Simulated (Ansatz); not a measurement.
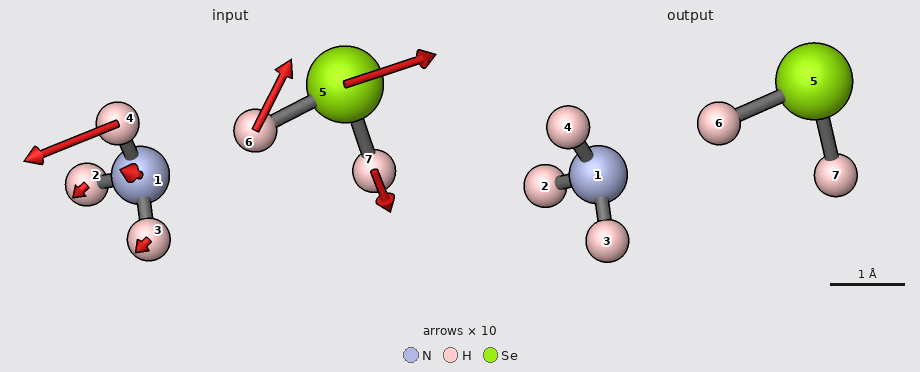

The structure of NH5Se (coarse preliminary run) before (left) and after (right) a relaxation, at one scale. The red arrows give the displacements, magnified 10 times.

The picture is a ball-and-stick view, seen at a tilt.

These are results of RKS PBE-D4/def2-SVP in Ansatz 0.2.0, not measurements.

Input
```yaml
crystal:
  periodic: [false, false, false]
  atoms:
    - {symbol: N, position_ang: [-0.125700, -0.069700, -1.073000]}
    - {symbol: H, position_ang: [0.258900, 0.751400, -1.527100]}
    - {symbol: H, position_ang: [0.387600, -0.882000, -1.394400]}
    - {symbol: H, position_ang: [-1.089200, -0.169000, -1.368800]}
    - {symbol: Se, position_ang: [-0.344100, 0.189500, 2.181500]}
    - {symbol: H, position_ang: [-0.154100, 0.072600, 0.743000]}
    - {symbol: H, position_ang: [1.066600, 0.107100, 2.438700]}
basis:
  gaussian: {orbitals: def2-SVP}
hamiltonian: {xc: pbe, dispersion: d4}
relax: {f_tol: 0.03, max_steps: 250}
```

What changed between the two?

The optimiser took 5 steps. The largest move after the best rigid fit is that of H4, 0.15 Å. By element the largest moves are H 0.15 Å, Se 0.15 Å, N 0.04 Å. Near-neighbour distances that change, for instance: Se5–H6 1.456 → 1.525 Å, Se5–H7 1.436 → 1.483 Å, N1–H2 1.014 → 1.029 Å.
